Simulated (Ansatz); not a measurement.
# SnTeSe monolayer, Janus: modes against biaxial strain in the plane of the sheet, part 2 of 2

Wanted: the shifts of the zone-centre modes of SnTeSe monolayer, Janus with strain.

Ansatz 0.2.0; DFT PBE, scalar-relativistic, plane waves, PAW; PAW set soft_1.

So far. Step 4 (Tight relaxation): The largest force component left is 0.48 meV/Å, within the tolerances set.

### 5. Zone-centre response at rest

The force constants come from the linear response of the density to a displacement.

The modes at rest are the reference of the series.

Contents of input.yaml:

```yaml
crystal:
  lattice:
    - [3.9926122787, 0.0, 0.0]
    - [-1.9963061393, 3.4577036608, 0.0]
    - [0.0, 0.0, 30.0]
  atoms:
    - { symbol: Sn, position: [0.0, 0.0, 0.3352935155] }
    - { symbol: Se, position: [0.3333333333, 0.6666666667, 0.3873331726] }
    - { symbol: Te, position: [0.6666666667, 0.3333333333, 0.2740399784] }
  periodic: [true, true, false]
kpoints:
  mp_grid: { grid: [12, 12, 1] }
hamiltonian:
  xc: pbe
  pseudopotentials: { kind: paw, azcp: { folder: soft_1 } }
scf:
  occupations: { method: methfessel_paxton, width: 0.2 }
output:
  eigenvalues: true
phonons:
  method: dfpt
```

Launch:

```
$ ansatz run input.yaml --threads 8 --pin off --max-ram 16384MiB --backend cpu --events-out ev --progress --plain --runs-dir out
```

Numbers of over 12 decimals in the logs are rounded to 6 here.

The log of the run:

```text
[...]
Crystal: 3 atoms, lattice volume = 414.158 Å³
Basis set: ecut = 420 eV, 8177 PW (Γ), exchange–correlation on 54×54×432 points (8 copies of the dense FFT grid, shifted against one another)
Bands: 28, of which v1, the nominal top of the filled ones, is band 23 counted from 1 (22 counted from 0)
Symmetry: 6 space group operations
k-points: 43 of 144 (irreducible under 2 space group operations, time reversal used)
[...]
SCF iter  12: F=-18473.956830 eV  HF=-18473.956830 eV  |F-HF|=1.09e-11  |Δ(HF+E_count)|=  5.31e-10  S|Δr|=    0.00e0  Δρ=1.10e-8  dr2=7.59e-13  ethr=1.00e-12  ⟨swp⟩=15.2  Hψ=7899  notcnv=0
SCF 1 converged in 12 iterations: F = -18473.956830 eV  dr2 = 7.59e-13
[...]
DFPT response loops at Γ: preconditioner auto → none (partly filled bands, converged f_vac=0.758); β = 0.50; Broyden in place of MSR1
SCF converged after 12 iterations
[...]
Free energy (F): -18473.956830 eV
[...]
Internal energy: -18473.955526 eV  (E = F + TS)
E sigma→0 (E₀):  -18473.956504 eV
Entropy (-TS):   -0.001305 eV (-0.435 meV/atom)
Fermi energy:    -5.224616 eV
[...]
--- Band table (eV; the first three rows and the last of 43) ---
  k-point 0: bands = [... 19 lower, -6.4044, -6.4044, -5.1586, -5.1586, -4.5778, -2.5187, -1.6573, -1.6573, ... 1 higher]
  k-point 1: bands = [... 19 lower, -6.8320, -6.5373, -5.6974, -5.2010, -4.1836, -2.2080, -1.6779 (-1.6779°), -1.5073, ... 1 higher]
  k-point 2: bands = [... 19 lower, -6.8519, -6.8461, -6.5043, -5.3257, -3.9236, -2.2390, -1.1617 (-1.1617°), -1.0167, ... 1 higher]
  k-point 42: bands = [... 19 lower, -8.8066, -8.0078, -6.8850, -6.1697, -4.2789, -1.5584, -0.7184, -0.2318, ... 1 higher]
  ° read free of the cell's end (the report's vacuum.weakly_bound_levels)
--- Phonons (Γ-DFPT): 6 representative perturbations + reference, on 43 of 144 k-points (Σ response iterations 23) ---
  k mesh reduced under 2 symmetry operations, with k and −k counted as one. Each operation leaves every solved perturbation unchanged. A smaller set is not used because it would not reduce the number of displacements times k-points to solve
  ASR residual: 1.181e-4 → 0.000e0 eV/Å²; symmetrization residual: 2.840e-5 eV/Å²
  ASR residual per site (eV/Å²): 1.18e-4 4.63e-5 3.72e-5
  Γ frequencies (cm⁻¹): 0.00 0.00 0.00 77.27 77.27 115.26 115.26 130.45 207.46
  non-analytic LO–TO correction: not included (Born effective charges unavailable; polar crystals: no LO–TO splitting at Γ)
```

The job ended after 40 s (8 threads of AMD EPYC 7B13 (Zen 3), shared host; peak memory 2.3 GiB; 4.8 min of CPU time).

This step gave:

```
sum-rule residual before enforcement                    : 1.18e-4 eV/Å²
point group                                             : 3m
highest optical mode at the zone centre (no LO-TO term) : 207.5 cm⁻¹
lowest optical zone-centre mode                         : 77.27 cm⁻¹
```

Patterns of degenerate modes are one choice out of their space. Modes at Γ, with each element's share of the kinetic energy:

```
mode  frequency (cm⁻¹)  symmetry  Sn %  Se %  Te %
   1               0.0  acoustic    36    24    39
   2               0.0  acoustic    36    24    39
   3               0.0  acoustic    36    24    39
   4              77.3         E    11    31    58
   5              77.3         E    11    31    58
   6             115.3         E    52    45     3
   7             115.3         E    52    45     3
   8             130.4        A1    13    28    59
   9             207.5        A1    50    48     2
```

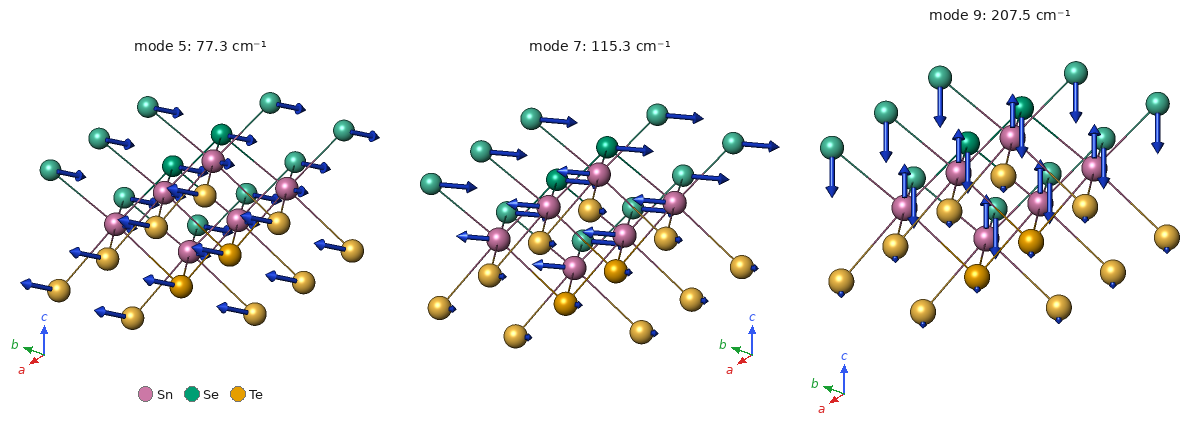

Displacement patterns of modes 5, 7 and 9 at Γ; arrows are exaggerated. 2×1×1 cells are drawn. Some periodic images of atoms are drawn too.

Before it was imposed, the acoustic sum rule was missed by 1.2e-4 eV/Å². Small misses are needed for a sound result but don't prove that mesh and cutoff are converged. The lowest optical mode is real, 77.3 cm⁻¹.

### 6. Relaxation of a member: biaxial strain of +5 % in the plane of the sheet

The cell takes a biaxial strain of +5 % in the plane of the sheet. The cell is held, and the atoms relax in it.

input.yaml, the sections that differ from step 5:

```yaml
crystal:
  lattice:
    - [4.1922428927, 0.0, 0.0]
    - [-2.0961214463, 3.6305888439, 0.0]
    - [0.0, 0.0, 30.0]
  atoms:
    - { symbol: Sn, position: [0.0, 0.0, 0.3348244535] }
    - { symbol: Se, position: [0.3333333333, 0.6666666667, 0.3855190964] }
    - { symbol: Te, position: [0.6666666667, 0.3333333333, 0.2763231166] }
  periodic: [true, true, false]
output:
  forces: true
  stress: true
  eigenvalues: true
relax:
  adjacent_minimum: "off"
  f_tol: 0.001
  max_steps: 60
# kpoints, hamiltonian, scf: as in step 5
# phonons: removed
```

The log of the run:

```text
[...]
--- Relaxed structure (5 steps of the walk, 4 accepted, 0 SCFs on fresh bases) ---
  F+E_penalty+E_count = -18473.84599678 eV   max|allowed force component| = 6.218e-5 eV/Å
  cell:  # Å, volume = 456.6093 Å³
    - [4.192243, -2.8867722120937263e-11, 0.0]
    - [-2.096121, 3.630589, 0.0]
    - [0.0, 0.0, 30.0]
  atoms:
    - { symbol: Sn, position: [0, 0, 0.334773] }
    - { symbol: Se, position: [0.333333, 0.666667, 0.385071] }
    - { symbol: Te, position: [0.666667, 0.333333, 0.276823] }
[key lines of the parts left out:]
SCF converged after 7 iterations
Free energy (F): -18473.845997 eV
Fermi energy:    -5.659485 eV
P = ½ c Tr σ = -2.3442 N/m
```

It took 14 s on 8 threads; peak memory 1.2 GiB; 1.7 min of CPU time.

The steps of the relaxation:

```
step  energy less that of the first step (eV)  largest force component (eV/Å)
   1                                   0.0000                          0.1009
   2                                   0.0007                          0.1190
   3                                  -0.0013                          0.0075
   4                                  -0.0013                          0.0042
   5                                  -0.0013                          0.0001
```

Relaxation step 2 was tried and not accepted.

Forces are held to the 6 operations that the run works with; a distortion that breaks them can't arise in this run.

The atoms that moved most (Å):

```
atom     dx     dy      dz  length
 Te3  0.000  0.000   0.015   0.015
 Se2  0.000  0.000  -0.013   0.013
```

The relaxed structure:

```
Sn Se Te
1.0
     4.19224    0.00000    0.00000
    -2.09612    3.63059    0.00000
     0.00000    0.00000   30.00000
Sn Se Te
1 1 1
Direct
  0.00000 0.00000 0.33477
  0.33333 0.66667 0.38507
  0.66667 0.33333 0.27682
```

This step gave:

```yaml
gap_on_the_k_mesh: 0.2308 eV
area_per_atom: 5.073 Å²
```

The largest force component left is 0.063 meV/Å.

### 7. Modes of this member: biaxial strain of +5 % in the plane of the sheet

The zone-centre modes follow for biaxial strain of +5 % in the plane of the sheet.

input.yaml, the sections that differ from step 6:

```yaml
crystal:
  lattice:
    - [4.1922428927, 0.0, 0.0]
    - [-2.0961214463, 3.6305888439, 0.0]
    - [0.0, 0.0, 30.0]
  atoms:
    - { symbol: Sn, position: [0.0, 0.0, 0.334773247] }
    - { symbol: Se, position: [0.3333333333, 0.6666666667, 0.3850708312] }
    - { symbol: Te, position: [0.6666666667, 0.3333333333, 0.2768225883] }
  periodic: [true, true, false]
output:
  eigenvalues: true
phonons:
  method: dfpt
# kpoints, hamiltonian, scf: as in step 6
# relax: removed
```

The log of the run:

```text
[...]
Crystal: 3 atoms, lattice volume = 456.609 Å³
Basis set: ecut = 420 eV, 8783 PW (Γ), exchange–correlation on 60×60×432 points (8 copies of the dense FFT grid, shifted against one another)
Bands: 28, of which v1, the nominal top of the filled ones, is band 23 counted from 1 (22 counted from 0)
Symmetry: 6 space group operations
k-points: 43 of 144 (irreducible under 2 space group operations, time reversal used)
[...]
SCF iter  13: F=-18473.845997 eV  HF=-18473.845997 eV  |F-HF|=2.40e-10  |Δ(HF+E_count)|=   1.06e-9  S|Δr|=    0.00e0  Δρ=2.70e-8  dr2=2.76e-12  ethr=1.00e-12  ⟨swp⟩=17.3  Hψ=8413  notcnv=0
SCF 1 converged in 13 iterations: F = -18473.845997 eV  dr2 = 2.76e-12
[...]
SCF converged after 13 iterations
[...]
Free energy (F): -18473.845997 eV
[...]
Internal energy: -18473.852596 eV  (E = F + TS)
E sigma→0 (E₀):  -18473.847647 eV
Entropy (-TS):   0.006600 eV (2.200 meV/atom)
Fermi energy:    -5.659489 eV
[...]
--- Band table (eV; the first three rows and the last of 43) ---
  k-point 0: bands = [... 19 lower, -6.7464, -6.5224, -5.7777, -5.7777, -5.1952, -3.2987, -2.1930, -2.1930, ... 1 higher]
  k-point 1: bands = [... 19 lower, -6.8842, -6.5053, -6.1934, -5.7712, -4.8244, -2.9446, -2.2159, -2.0550, ... 1 higher]
  k-point 2: bands = [... 19 lower, -7.1922, -6.8920, -6.4342, -5.8008, -4.4931, -2.7584, -1.7092 (-1.7092°), -1.6208, ... 1 higher]
  k-point 42: bands = [... 19 lower, -8.7308, -7.9782, -6.7321, -6.1185, -4.5109, -1.6307, -0.8734, -0.5733, ... 1 higher]
  ° read free of the cell's end (the report's vacuum.weakly_bound_levels)
[...]
ASR residual: 1.757e-4 → 0.000e0 eV/Å²; symmetrization residual: 1.981e-5 eV/Å²
  ASR residual per site (eV/Å²): 1.76e-4 3.65e-5 8.17e-5
  Γ frequencies (cm⁻¹): 0.00 0.00 0.00 76.19 76.19 100.27 100.27 132.38 199.76
[...]
```

Run time: 44 s. Hardware: 8 threads; peak memory 2.5 GiB.

This step gave:

```yaml
sum_rule_residual_before_enforcement: 1.76e-4 eV/Å²
highest_optical_mode_at_the_zone_centre_no_lo_to_term: 199.8 cm⁻¹
lowest_optical_zone_centre_mode: 76.19 cm⁻¹
```

Patterns of degenerate modes are one choice out of their space. The modes at Γ (shares of kinetic energy by element, %):

```
mode  frequency (cm⁻¹)  symmetry  Sn %  Se %  Te %
   1               0.0  acoustic    36    24    39
   2               0.0  acoustic    36    24    39
   3               0.0  acoustic    36    24    39
   4              76.2         E     2    50    48
   5              76.2         E     2    50    48
   6             100.3         E    61    26    13
   7             100.3         E    61    26    13
   8             132.4        A1     4    44    52
   9             199.8        A1    59    32     9
```

The lowest optical mode is real, 76.2 cm⁻¹, and the highest lies at 199.8 cm⁻¹.

Between step 5 and this run (strain 5 %) the value for the highest optical mode at the zone centre (no LO-TO term) moves from 207 cm⁻¹ to 200 cm⁻¹ (-4 %).

### 8. Relaxation of a member: biaxial strain of -3 % in the plane of the sheet

The cell takes a biaxial strain of -3 % in the plane of the sheet. The cell is held, and the atoms relax in it.

input.yaml, the sections that differ from step 7:

```yaml
crystal:
  lattice:
    - [3.8728339103, 0.0, 0.0]
    - [-1.9364169551, 3.353972551, 0.0]
    - [0.0, 0.0, 30.0]
  atoms:
    - { symbol: Sn, position: [0.0, 0.0, 0.3355929058] }
    - { symbol: Se, position: [0.3333333333, 0.6666666667, 0.3882739387] }
    - { symbol: Te, position: [0.6666666667, 0.3333333333, 0.2727998221] }
  periodic: [true, true, false]
output:
  forces: true
  stress: true
  eigenvalues: true
relax:
  adjacent_minimum: "off"
  f_tol: 0.001
  max_steps: 60
# kpoints, hamiltonian, scf: as in step 7
# phonons: removed
```

The log of the run:

```text
[...]
Crystal: 3 atoms, lattice volume = 389.681 Å³
Basis set: ecut = 420 eV, 7685 PW (Γ), exchange–correlation on 54×54×432 points (8 copies of the dense FFT grid, shifted against one another)
Bands: 28, of which v1, the nominal top of the filled ones, is band 23 counted from 1 (22 counted from 0)
Symmetry: 6 space group operations
[...]
--- Relaxed structure (5 steps of the walk, 4 accepted, 0 SCFs on fresh bases) ---
  F+E_penalty+E_count = -18473.90933303 eV   max|allowed force component| = 4.503e-5 eV/Å
  cell:  # Å, volume = 389.6814 Å³
    - [3.872834, -2.8867491355311285e-11, 0.0]
    - [-1.936417, 3.353973, 0.0]
    - [0.0, 0.0, 30.0]
  atoms:
    - { symbol: Sn, position: [0, 0, 0.335738] }
    - { symbol: Se, position: [0.333333, 0.666667, 0.388760] }
    - { symbol: Te, position: [0.666667, 0.333333, 0.272169] }
[key lines of the parts left out:]
SCF converged after 4 iterations
Free energy (F): -18473.909333 eV
Fermi energy:    -4.949585 eV
P = ½ c Tr σ = 1.9711 N/m
```

Run time: 11 s. Hardware: 8 threads; peak memory 1.1 GiB; 81 s of CPU time.

Relaxation path:

```
step  energy less that of the first step (eV)  largest force component (eV/Å)
   1                                   0.0000                          0.1323
   2                                   0.0014                          0.2155
   3                                  -0.0020                          0.0169
   4                                  -0.0021                          0.0041
   5                                  -0.0021                          0.0000
```

Relaxation step 2 was tried and not accepted.

Forces are held to the 6 operations that the run works with; a distortion that breaks them can't arise in this run.

The atoms that moved most (Å):

```
atom     dx     dy      dz  length
 Te3  0.000  0.000  -0.019   0.019
 Se2  0.000  0.000   0.015   0.015
```

Final coordinates:

```cif
data_structure
_symmetry_space_group_name_H-M 'P 1'
_symmetry_Int_Tables_number 1
_cell_length_a 3.8728
_cell_length_b 3.8728
_cell_length_c 30.0000
_cell_angle_alpha 90.000
_cell_angle_beta 90.000
_cell_angle_gamma 120.000
_cell_volume 389.68
loop_
_atom_site_label
_atom_site_type_symbol
_atom_site_fract_x
_atom_site_fract_y
_atom_site_fract_z
_atom_site_occupancy
Sn1 Sn 0.00000 0.00000 0.33574 1
Se2 Se 0.33333 0.66667 0.38876 1
Te3 Te 0.66667 0.33333 0.27217 1
```

Numbers from this step:

```
gap on the k-mesh : 0 eV
area per atom     : 4.33 Å²
```

The largest force component left is 0.044 meV/Å.

### 9. Zone-centre modes of the member: biaxial strain of -3 % in the plane of the sheet

The zone-centre modes follow for biaxial strain of -3 % in the plane of the sheet.

input.yaml, the sections that differ from step 8:

```yaml
crystal:
  lattice:
    - [3.8728339103, 0.0, 0.0]
    - [-1.9364169551, 3.353972551, 0.0]
    - [0.0, 0.0, 30.0]
  atoms:
    - { symbol: Sn, position: [0.0, 0.0, 0.3357380607] }
    - { symbol: Se, position: [0.3333333333, 0.6666666667, 0.3887598137] }
    - { symbol: Te, position: [0.6666666667, 0.3333333333, 0.2721687922] }
  periodic: [true, true, false]
output:
  eigenvalues: true
phonons:
  method: dfpt
# kpoints, hamiltonian, scf: as in step 8
# relax: removed
```

The log of the run:

```text
[...]
Crystal: 3 atoms, lattice volume = 389.681 Å³
Basis set: ecut = 420 eV, 7685 PW (Γ), exchange–correlation on 54×54×432 points (8 copies of the dense FFT grid, shifted against one another)
Bands: 28, of which v1, the nominal top of the filled ones, is band 23 counted from 1 (22 counted from 0)
Symmetry: 6 space group operations
k-points: 43 of 144 (irreducible under 2 space group operations, time reversal used)
[...]
k-point 42: bands = [... 19 lower, -8.8385, -8.0020, -6.9839, -6.1958, -4.1831, -1.6049, -0.7692, 0.0289, ... 1 higher]
  ° read free of the cell's end (the report's vacuum.weakly_bound_levels)
[...]
ASR residual: 2.313e-4 → 0.000e0 eV/Å²; symmetrization residual: 4.292e-5 eV/Å²
  ASR residual per site (eV/Å²): 2.31e-4 1.68e-4 8.04e-6
  Γ frequencies (cm⁻¹): 0.00 0.00 0.00 77.20 77.20 127.75 127.75 130.25 218.25
[...]
[key lines of the parts left out:]
SCF converged after 11 iterations
Free energy (F): -18473.909333 eV
Fermi energy:    -4.949594 eV
```

Run time: 38 s. Hardware: 8 threads; peak memory 2.2 GiB; 4.5 min of CPU time.

Numbers from this step:

```
sum-rule residual before enforcement                    : 2.31e-4 eV/Å²
highest optical mode at the zone centre (no LO-TO term) : 218.2 cm⁻¹
lowest optical zone-centre mode                         : 77.2 cm⁻¹
```

Patterns of degenerate modes are one choice out of their space. The modes at Γ (shares of kinetic energy by element, %):

```
mode  frequency (cm⁻¹)  symmetry  Sn %  Se %  Te %
   1               0.0  acoustic    36    24    39
   2               0.0  acoustic    36    24    39
   3               0.0  acoustic    36    24    39
   4              77.2         E    14    26    59
   5              77.2         E    14    26    59
   6             127.8         E    49    49     2
   7             127.8         E    49    49     2
   8             130.2        A1    14    26    59
   9             218.2        A1    49    49     2
```

The lowest optical mode is real, 77.2 cm⁻¹, and the highest lies at 218.2 cm⁻¹.

Between step 5 and this run (strain -3 %) the value for the highest optical mode at the zone centre (no LO-TO term) moves from 207 cm⁻¹ to 218 cm⁻¹ (+5 %).

### 10. The series together

The members are set side by side, also those not shown above.

Energies are extrapolated to zero smearing, and E0 is that at rest; the cell is clamped and the atoms are relaxed; all runs use 12×12×1 k points and Methfessel-Paxton smearing of 0.2 eV. State of the crystal along the series:

```
strain (%)  E - E0 (meV/atom)  gap on mesh (eV)
        -3              15.72                 0
        -2              6.749                 0
        -1              1.617                 0
         0                  0                 0
         1              1.597                 0
         2              6.171                 0
         3              13.57           0.08106
         4              23.66            0.1619
         5              36.29            0.2308
```

Optical modes are counted from below at rest and tracked from member to member by their patterns, and modes that stay within 0.3 cm⁻¹ of each other stand once; labels, where given, are those at rest; the cell is clamped and the atoms are relaxed; all runs use 12×12×1 k points and Methfessel-Paxton smearing of 0.2 eV. Optical modes along the series:

```
strain (%)  optical mode 1 E (cm⁻¹)  optical mode 2 E (cm⁻¹)  optical mode 3 A1 (cm⁻¹)  optical mode 4 A1 (cm⁻¹)
        -3                     77.2                    127.8                     130.2                     218.2
        -2                    77.85                    123.8                     130.6                     214.6
        -1                    77.74                    119.5                     130.6                     210.9
         0                    77.27                    115.3                     130.4                     207.5
         1                     76.8                    111.3                     130.5                     204.7
         2                    76.51                    108.1                     130.9                     202.7
         3                    76.36                    105.6                     131.2                     201.2
         4                    76.28                    103.3                     131.3                     200.1
         5                    76.19                    100.3                     132.4                     199.8
```

Value and slope at zero strain of a cubic (a lower polynomial where under five rows exist) through the rows within 2 % of rest. Slopes at rest:

```
             mode  frequency (cm⁻¹)  shift per percent of strain (cm⁻¹)
 optical mode 1 E              77.3                               -0.51
 optical mode 2 E             115.3                               -4.16
optical mode 3 A1             130.5                               -0.08
optical mode 4 A1             207.5                               -3.14
```

### 11. Outcome

* members: 9
* highest optical mode at the zone centre (no LO-TO term), at rest: 207.5 cm⁻¹
* optical mode 1 E, shift per percent: -0.51 cm⁻¹
* optical mode 2 E, shift per percent: -4.16 cm⁻¹
* optical mode 3 A1, shift per percent: -0.08 cm⁻¹
* optical mode 4 A1, shift per percent: -3.14 cm⁻¹

In words: Within 2 % of rest optical mode 1 E, optical mode 3 A1 and optical mode 4 A1 bend away from a straight line, so a single slope holds only near rest. The fastest shift in the table of slopes is -4.2 cm⁻¹ for each percent (optical mode 2 E). These are harmonic frequencies at zero temperature: anharmonic shifts, linewidths and thermal expansion are left out. Spin-orbit coupling is left out, which can matter for the heavy elements here. With no gap, or one that is small against the smearing, the frequencies hang on the k mesh and the smearing, most of all near Kohn anomalies. A semilocal functional can close a gap that the real compound would have, so the metallic treatment may be an artefact of the level. The starting cell was built on a prototype and not taken from a measurement. Only the zone centre was solved, so an instability at another wavevector cannot show here.

[Logs are printed without paths, hosts, clocks, repeated set-up lines and the standing remarks that a program may print on its own settings, such as how far it seeks lower states.]

[Hosts, paths, dates, database ids (printed as entryN), source tags and the programs' standing remarks are cut or masked in the printed files.]
